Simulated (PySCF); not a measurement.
## Electronic structure of ClF₂O₂Si (SMILES [O]O[Si](F)(F)Cl) (doublet) in real space

Input

```
{"job": {"kind": "epr"}, "charge": 0, "multiplicity": 2}
Si     0.135993    -0.396889    -0.091564
F     -0.408496    -1.877181     0.116921
F      1.569674    -0.263908     0.581994
Cl     0.210549     0.089134    -2.035641
O     -0.964153     0.586154     0.757372
O     -0.522522     1.830718     0.647824
```

Command:

```sh
OMP_NUM_THREADS=1 python cluster_run.py task.json out
```

Geometry: PBE0-D3(BJ)/def2-SVP.

All numbers below come from UKS B3LYP, IGLO-III on Cl F O Si, non-relativistic, mean-field spin-orbit, GIAO in PySCF 2.14.0, density-fitted response routines.

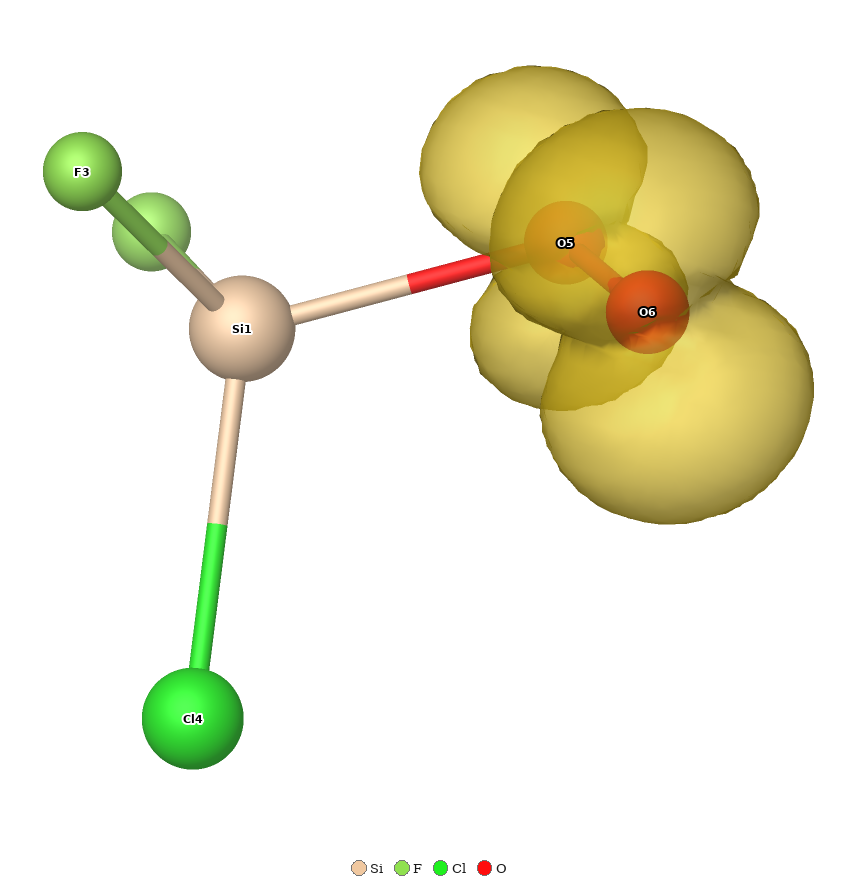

Figure 1. Isosurface of the spin density at +0.05 e/Å³ (yellow), seen at a tilt.

**Where is the unpaired spin?**

The unpaired spin (1 electron) lies mostly on O6 (about 0.7) and O5 (about 0.3), in electrons by Hirshfeld's partition.

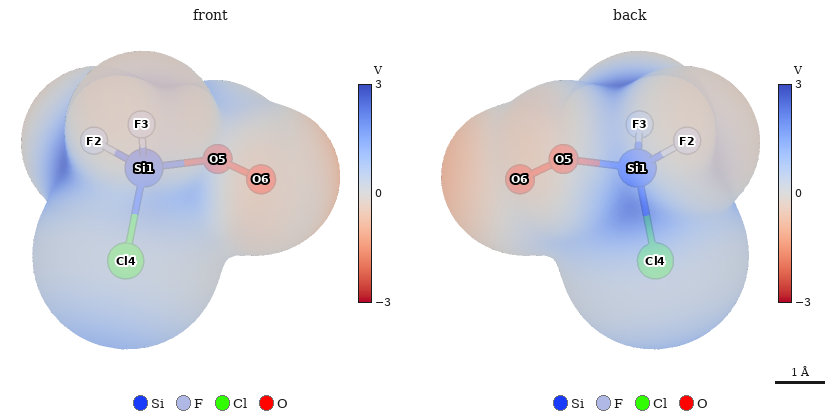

Figure 2. The electrostatic potential painted on the density surface at 0.002 e/bohr³, seen from the front and from behind; red is negative and blue positive.

**Which sites attract a positive test charge, and which a negative one?**

A positive charge is drawn to the negative regions and a negative charge to the positive ones. The most negative region (about −0.8 V, or −18 kcal/mol for a unit charge) lies over O6, the most positive (about +2.2 V, or +51 kcal/mol for a unit charge) over Si1. Cl4 shows a σ-hole: about +1.0 V, or +23 kcal/mol for a unit charge at the tip opposite its bond, against about +0.2 V on its flanks.

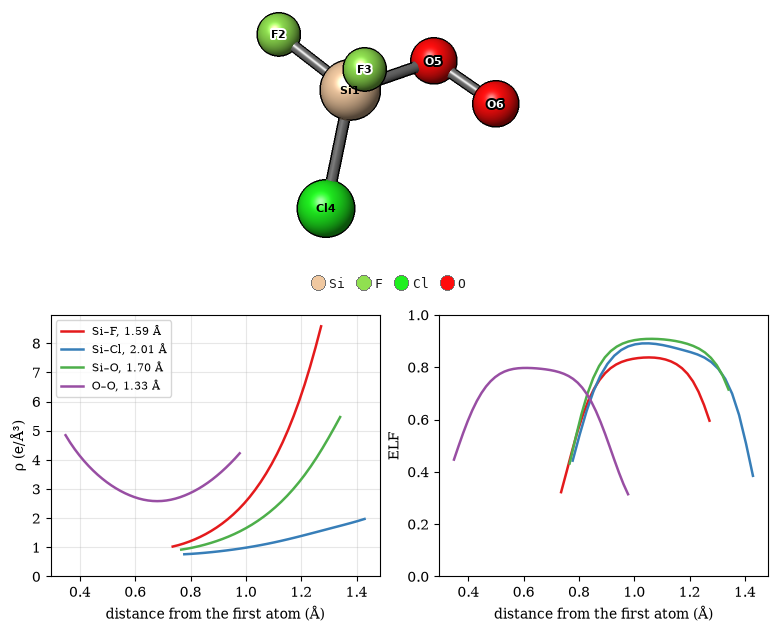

Figure 3. Total electron density and electron localisation function along straight lines between neighbouring atoms. The curves leave out the atomic cores. The structure is drawn too.

**Compare the contacts.**

Si–F (1.59 Å): the density is about 1.2 e/Å³ at the midpoint; the ELF peaks at about 0.85 in the valence shell of F, 0.5 Å from its nucleus, and is about 0.55 at the midpoint.
Si–Cl (2.01 Å): ρ is about 0.99 e/Å³ halfway; the ELF peaks at about 0.90 between the atoms, as expected for a shared but strongly polarised pair.
Si–O (1.70 Å): ρ is about 1.1 e/Å³ halfway; the ELF peaks at about 0.90 between the atoms (a polar covalent bond).
O–O (1.33 Å): ρ is about 2.6 e/Å³ halfway; the ELF peaks at about 0.80 between the atoms; a covalent bond.
